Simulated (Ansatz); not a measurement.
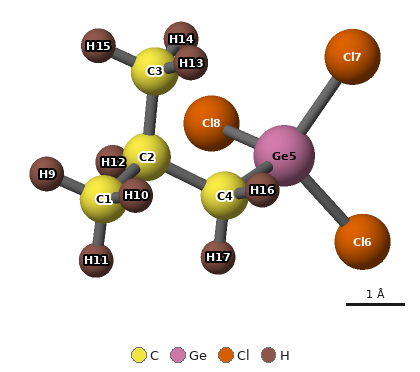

The input geometry of run 1 (ball-and-stick view, seen at a tilt; atoms are numbered from 1 in the order of the input). Sticks mark near contacts. Bond lengths as drawn: Cl–Ge 2.14 Å, C–C 1.52 to 1.53 Å, C–Ge 1.94 Å and C–H 1.09 to 1.10 Å.

**What a change does: single-point calculation on C$_{4}$H$_{9}$Cl$_{3}$Ge**

System: C$_{4}$H$_{9}$Cl$_{3}$Ge.
Method of run 1: RKS B2PLYP (frozen core)/def2-TZVPP (Ansatz 0.2.0).

The geometry comes from this level: PBE0-D4/def2-TZVP. Text and figures count atoms from 1; the logs count them from 0 in places.

### Input file, run 1
```yaml
crystal:
  periodic: [false, false, false]
  atoms:
    - {symbol: C, position_ang: [-0.184246, -1.966970, 0.694279]}
    - {symbol: C, position_ang: [-0.325028, -0.647346, -0.053635]}
    - {symbol: C, position_ang: [-1.507891, 0.152511, 0.470656]}
    - {symbol: C, position_ang: [0.984283, 0.131313, 0.042077]}
    - {symbol: Ge, position_ang: [1.059842, 1.773506, -0.991642]}
    - {symbol: Cl, position_ang: [3.088996, 2.270071, -1.455046]}
    - {symbol: Cl, position_ang: [0.237115, 3.463398, 0.031422]}
    - {symbol: Cl, position_ang: [0.011117, 1.590706, -2.848996]}
    - {symbol: H, position_ang: [-1.097193, -2.560836, 0.607102]}
    - {symbol: H, position_ang: [-0.000087, -1.792077, 1.758648]}
    - {symbol: H, position_ang: [0.644267, -2.562668, 0.303656]}
    - {symbol: H, position_ang: [-0.507016, -0.873615, -1.110537]}
    - {symbol: H, position_ang: [-1.349582, 0.445426, 1.512995]}
    - {symbol: H, position_ang: [-1.679646, 1.063715, -0.107536]}
    - {symbol: H, position_ang: [-2.423200, -0.441411, 0.425152]}
    - {symbol: H, position_ang: [1.200441, 0.419038, 1.076368]}
    - {symbol: H, position_ang: [1.828727, -0.465261, -0.314661]}
basis:
  gaussian: {orbitals: def2-TZVPP}
hamiltonian: {xc: {name: B2PLYP}}
```

Launched with:
```bash
ansatz run in.yaml --threads 5 --pin off --events-out ev --progress --plain --max-ram 66560MiB --backend cuda --devices 0, --max-vram 37GiB
```

Hardware: 5 CPU threads, shared host.

### Output (run 1)
```
Functional definition: B2PLYP
  parameter a = 0.53
  parameter c = 0.27
  exchange = (1 - a)*b88_x + a*exact_x
  correlation = (1 - c)*lyp_c + c*(mp2_os + mp2_ss)
2514 factors; integrals over basis functions are off by at most 1.1e-3 eV
mean field evaluation 1: about -98341.3897 eV, gradient 6.1e1 eV
mean field evaluation 2: about -98341.5802 eV, gradient 6.1e1 eV
mean field evaluation 4: about -98350.0051 eV, gradient 6.6e0 eV
mean field evaluation 8: about -98350.0823 eV, gradient 4.6e-1 eV
mean field evaluation 16: about -98350.0827 eV, gradient 7.6e-5 eV
mean field -98350.08270769 eV, -3614.2988754270 hartree, gradient 9.3e-6 eV, S^2 0.000000; 0 other end points of the search recorded, 0 dependent functions left out
28 core orbitals not correlated: weight in the atoms' cores, before any rotation towards them, 1.000 or more for the frozen orbitals, at most 0.000 for the correlated occupied ones
reference -98350.08294516 eV, -3614.2988841539 hartree; 30, 30 occupied and 366, 366 virtual orbitals, 2514 factors
second order -50.13226002 eV of doubles, -0.00000000 eV of singles
Total energy: -98363.61865536 eV, -3614.7963123292 hartree
```

The input of run 2 differs as follows (lines with − go, lines with + come):
```diff
-hamiltonian: {xc: {name: B2PLYP}}
+hamiltonian: {xc: {name: PBE-QIDH}}
```

What does this change do to the results?

The total energies belong to different methods, so their difference says nothing on which is more stable or more accurate. The functional changes from B2PLYP to PBE-QIDH.

### Output (run 2)
```
Functional definition: PBE-QIDH
  parameter a = 3^(-1/3)
  parameter c = 1/3
  exchange = (1 - a)*pbe_x + a*exact_x
  correlation = (1 - c)*pbe_c + c*(mp2_os + mp2_ss)
2514 factors; integrals over basis functions are off by at most 1.1e-3 eV
mean field evaluation 1: about -98325.6102 eV, gradient 5.1e1 eV
mean field evaluation 2: about -98325.8577 eV, gradient 5.1e1 eV
mean field evaluation 4: about -98332.0377 eV, gradient 5.5e0 eV
mean field evaluation 8: about -98332.0970 eV, gradient 4.4e-1 eV
mean field evaluation 16: about -98332.0974 eV, gradient 1.9e-4 eV
mean field -98332.09740331 eV, -3613.6379276822 hartree, gradient 4.8e-6 eV, S^2 0.000000; 0 other end points of the search recorded, 0 dependent functions left out
28 core orbitals not correlated: weight in the atoms' cores, before any rotation towards them, 1.000 or more for the frozen orbitals, at most 0.000 for the correlated occupied ones
reference -98332.09741956 eV, -3613.6379282793 hartree; 30, 30 occupied and 366, 366 virtual orbitals, 2514 factors
second order -46.56579371 eV of doubles, -0.00000000 eV of singles
Total energy: -98347.61935079 eV, -3614.2083487310 hartree
```

### The two runs side by side

| quantity | run 1 | run 2 |
| --- | --- | --- |
| outcome | converged | converged |
| total energy (hartree) | −3614.796312 | −3614.208349 |
| basis functions | 424 | 424 |
| wall time (shared host) | 13 s | 9.5 s |
